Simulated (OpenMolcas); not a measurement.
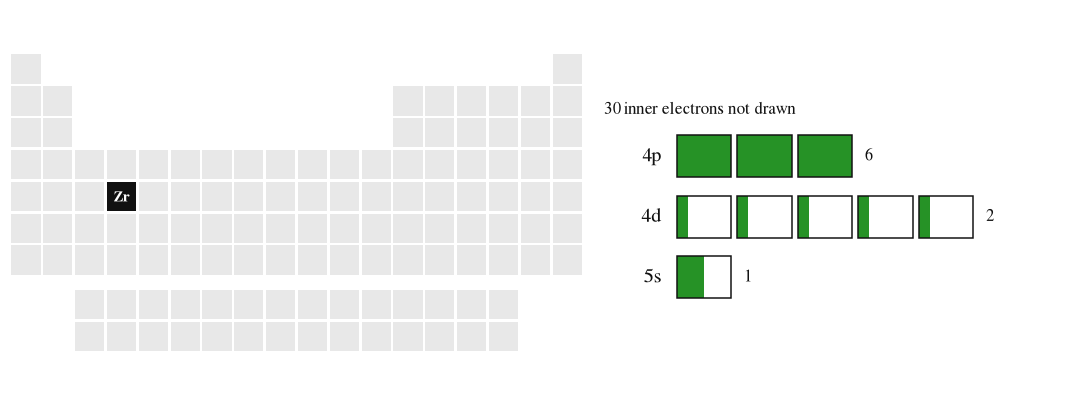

Left, the place of zirconium in the periodic table; right, the outer shells of the leading configuration of the lowest level: a box for each of the 2l + 1 orbitals, shaded by the share of the shell that is filled, with the electron count at the right.

# Run report: Zr⁺, multiconfigurational calculation (part 1 of 2)

System: Zr⁺.
Method: state-averaged CASSCF, active space 3 electrons in the shells 4d 5s, basis ANO-R1, X2C scalar Hamiltonian, spin-orbit coupling by RASSI with atomic mean-field integrals (OpenMolcas).

**Output (extracts)**
```
--- SEWARD ---
Basis set label: ZR.ANO-R...6S4P3D1F.

      Electronic valence basis set:
      ------------------
      Associated Effective Charge  40.000000 au
      Associated Actual Charge     40.000000 au
      Nuclear Model: Finite nucleus - Gaussian distribution
        Gaussian exponent, Xi/bohr**(-2):  2.25444E+08

      Shell  nPrim  nBasis  Cartesian Spherical Contaminant
         s      23       6        X
         p      15       4        X
         d      12       3                 X
         f       6       1                 X
                  Relativistic X2C integrals
                  Atomic mean-field integrals
--- RASSCF ---
Wave function specifications:
      -----------------------------

      Number of closed shell electrons          36
      Number of electrons in active shells       3
      Max number of holes in RAS1 space          0
      Max nr of electrons in RAS3 space          0
      Number of inactive orbitals               18
      Number of active orbitals                  6
      Number of secondary orbitals              16
      Spin quantum number                      1.5
      State symmetry                             1
Orbital specifications:
      -----------------------

      Symmetry species                           1   2
                                                ag  au
      Frozen orbitals                            0   0
      Inactive orbitals                          9   9
      Active orbitals                            6   0
      RAS1 orbitals                              0   0
      RAS2 orbitals                              6   0
      RAS3 orbitals                              0   0
      Secondary orbitals                         6  10
      Deleted orbitals                           0   0
      Number of basis functions                 21  19
      Number of CSFs                            20
      Number of root(s) required                20
      Iter CI   SX   CI       RASSCF       Energy    max ROT     max BLB   max BLB  Level Ln srch  Step   QN
          iter iter root      energy       change     param      element    value   shift minimum  type update
 Nr of preliminary CI iterations:   1
      Total energies have been shifted. Add                -3000.00 au
        1   1    2    0  -596.00072483    0.00E+00   6.06E-07    9  16 1  9.48E-07   0.34   0.00    SX    NO
        2   1    2    0  -596.00072483   -9.55E-12   2.63E-07    9  16 1  2.05E-07   0.34   0.00    SX    NO
        3   1    1    0  -596.00072483    4.55E-12   0.00E+00    9  16 1  4.41E-08   0.34   0.00    SX    NO
        4   1    1    0  -596.00072483   -1.36E-12   0.00E+00    9  16 1  4.41E-08   0.34   0.00    SX    NO
      Convergence after  4 iterations
        5   1    1    0  -596.00072483    1.82E-12   0.00E+00    9  16 1  4.41E-08   0.34   0.00    SX    NO
      Natural orbitals and occupation numbers for root  1
      sym 1:   0.263913   0.736087   0.736087  -0.000000   0.263913   1.000000
      Natural orbitals and occupation numbers for root  2
      sym 1:   0.712844  -0.000000   0.712844   0.287156   0.287156   1.000000
      Natural orbitals and occupation numbers for root  3
      sym 1:   0.136857   0.136857  -0.000000   0.863143   0.863143   1.000000
::    RASSCF root number  1 Total energy:  -3596.01917295
::    RASSCF root number  2 Total energy:  -3596.01917295
::    RASSCF root number  3 Total energy:  -3596.01917295
::    RASSCF root number  4 Total energy:  -3596.01917295
::    RASSCF root number  5 Total energy:  -3596.01917295
::    RASSCF root number  6 Total energy:  -3596.01917295
::    RASSCF root number  7 Total energy:  -3596.01917295
::    RASSCF root number  8 Total energy:  -3596.00629441
::    RASSCF root number  9 Total energy:  -3596.00629441
::    RASSCF root number 10 Total energy:  -3596.00629441
::    RASSCF root number 11 Total energy:  -3596.00629441
::    RASSCF root number 12 Total energy:  -3596.00629441
::    RASSCF root number 13 Total energy:  -3596.00629441
::    RASSCF root number 14 Total energy:  -3596.00629441
::    RASSCF root number 15 Total energy:  -3595.97914345
::    RASSCF root number 16 Total energy:  -3595.97914345
::    RASSCF root number 17 Total energy:  -3595.97914345
::    RASSCF root number 18 Total energy:  -3595.96626491
::    RASSCF root number 19 Total energy:  -3595.96626491
::    RASSCF root number 20 Total energy:  -3595.96626491
--- RASSCF ---
Wave function specifications:
      -----------------------------

      Number of closed shell electrons          36
      Number of electrons in active shells       3
      Max number of holes in RAS1 space          0
      Max nr of electrons in RAS3 space          0
      Number of inactive orbitals               18
      Number of active orbitals                  6
      Number of secondary orbitals              16
      Spin quantum number                      0.5
      State symmetry                             1
Orbital specifications:
      -----------------------

      Symmetry species                           1   2
                                                ag  au
      Frozen orbitals                            0   0
      Inactive orbitals                          9   9
      Active orbitals                            6   0
      RAS1 orbitals                              0   0
      RAS2 orbitals                              6   0
      RAS3 orbitals                              0   0
      Secondary orbitals                         6  10
      Deleted orbitals                           0   0
      Number of basis functions                 21  19
      Number of CSFs                            70
      Number of root(s) required                64
      Iter CI   SX   CI       RASSCF       Energy    max ROT     max BLB   max BLB  Level Ln srch  Step   QN
          iter iter root      energy       change     param      element    value   shift minimum  type update
 Nr of preliminary CI iterations:   1
      Total energies have been shifted. Add                -3000.00 au
        1   1    4    0  -595.94956722    0.00E+00  -6.99E-03    9  15 1 -8.58E-03*  0.33   0.00    SX    NO
        2   1    4    0  -595.94971349   -1.46E-04* -2.56E-03    9  15 1 -1.27E-03*  0.33   0.00    SX    NO
        3   1    3    0  -595.94973170   -1.82E-05* -1.03E-03    7  11 2  5.57E-04*  0.33   0.00    SX    NO
        4   1    3    0  -595.94973444   -2.74E-06*  4.30E-04    7  11 2  2.39E-04*  0.33   0.00    SX    NO
        5   1    3    0  -595.94973487   -4.33E-07*  2.94E-04    7  11 2  9.83E-05   0.33   1.68    LS   YES
        6   1    3    0  -595.94973495   -8.27E-08* -1.20E-05    9  15 1  2.91E-05   0.33   0.98    QN   YES
        7   1    2    0  -595.94973495   -5.43E-10  -1.26E-05    9  15 1  6.07E-06   0.33   1.36    QN   YES
      Convergence after  7 iterations
        8   1    2    0  -595.94973495   -6.09E-11  -1.26E-05    9  15 1 -1.47E-06   0.33   1.36    QN   YES
      Natural orbitals and occupation numbers for root  1
      sym 1:   0.645699   0.435384   0.537501   0.059266   0.424179   0.897971
      Natural orbitals and occupation numbers for root  2
      sym 1:   0.544471   0.307140   0.636035   0.519834   0.091855   0.900664
      Natural orbitals and occupation numbers for root  3
      sym 1:   0.069845   0.642270   0.362307   0.539926   0.486678   0.898974
::    RASSCF root number  1 Total energy:  -3595.99394289
::    RASSCF root number  2 Total energy:  -3595.99394289
::    RASSCF root number  3 Total energy:  -3595.99394289
::    RASSCF root number  4 Total energy:  -3595.99394289
::    RASSCF root number  5 Total energy:  -3595.99394289
::    RASSCF root number  6 Total energy:  -3595.98745622
::    RASSCF root number  7 Total energy:  -3595.98745622
::    RASSCF root number  8 Total energy:  -3595.98745622
::    RASSCF root number  9 Total energy:  -3595.97894871
::    RASSCF root number 10 Total energy:  -3595.97894871
::    RASSCF root number 11 Total energy:  -3595.97894871
::    RASSCF root number 12 Total energy:  -3595.97894871
::    RASSCF root number 13 Total energy:  -3595.97894871
::    RASSCF root number 14 Total energy:  -3595.97894871
::    RASSCF root number 15 Total energy:  -3595.97894871
::    RASSCF root number 16 Total energy:  -3595.97700808
::    RASSCF root number 17 Total energy:  -3595.97700808
::    RASSCF root number 18 Total energy:  -3595.97700808
::    RASSCF root number 19 Total energy:  -3595.97700808
::    RASSCF root number 20 Total energy:  -3595.97700808
::    RASSCF root number 21 Total energy:  -3595.97700808
::    RASSCF root number 22 Total energy:  -3595.97700808
::    RASSCF root number 23 Total energy:  -3595.97700808
::    RASSCF root number 24 Total energy:  -3595.97700808
::    RASSCF root number 25 Total energy:  -3595.95181877
::    RASSCF root number 26 Total energy:  -3595.95181877
::    RASSCF root number 27 Total energy:  -3595.95181877
::    RASSCF root number 28 Total energy:  -3595.95181877
::    RASSCF root number 29 Total energy:  -3595.95181877
::    RASSCF root number 30 Total energy:  -3595.95181877
```

(Continued in part 2.) Outcome of the run: converged.
